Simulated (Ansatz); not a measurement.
```yaml
crystal:
  lattice:
    - [4.17399, -4.17399, 0.00000]
    - [4.17399, 4.17399, 0.00000]
    - [0.00000, 0.00000, 8.21859]
  atoms:
    - { symbol: Eu, position: [0.50000, 0.50000, 0.49886] }
    - { symbol: Eu, position: [0.00000, 0.00000, 0.49886] }
    - { symbol: Al, position: [0.75638, 0.25638, 0.17052] }
    - { symbol: Al, position: [0.24362, 0.74362, 0.17052] }
    - { symbol: Al, position: [0.24362, 0.25638, 0.17052] }
    - { symbol: Al, position: [0.75638, 0.74362, 0.17052] }
    - { symbol: Al, position: [0.75794, 0.25794, 0.83173] }
    - { symbol: Al, position: [0.24206, 0.74206, 0.83173] }
    - { symbol: Al, position: [0.75794, 0.74206, 0.83173] }
    - { symbol: Al, position: [0.24206, 0.25794, 0.83173] }
    - { symbol: Si, position: [0.50000, 0.00000, 0.35667] }
    - { symbol: Si, position: [0.00000, 0.50000, 0.62831] }
    - { symbol: Si, position: [0.50000, 0.00000, 0.64467] }
    - { symbol: Rh, position: [0.00000, 0.00000, 0.00303] }
    - { symbol: Rh, position: [0.50000, 0.50000, 0.00303] }
```

No Hubbard U on the f states and no spin–orbit coupling; spin-polarised.

The calculation used DFT r2SCAN, scalar-relativistic, plane waves, PAW (Ansatz 0.2.0).

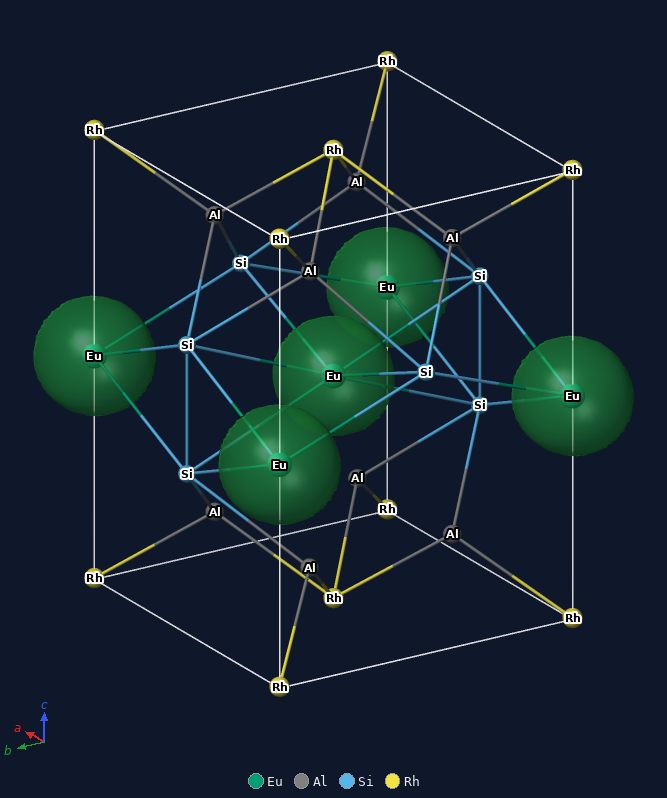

Eu2Al8Si3Rh2 (cell with a defect). Isosurface of the spin density (up minus down) at +0.1 e/Å³ (green), seen at an oblique angle. Sticks mark near contacts.

Core electrons are frozen (PAW), and the valence fields are smoothed inside the atomic spheres.

### Describe the spin distribution.

The spin density sits on Eu: +6.7 μB (×2) in one cell of 15 atoms, with smaller moments on other sites: Si (up to −0.05 μB): parallel main moments (a ferromagnetic arrangement) in this solution. The cell of the calculation (15 atoms) carries 13.6 μB of net spin moment.
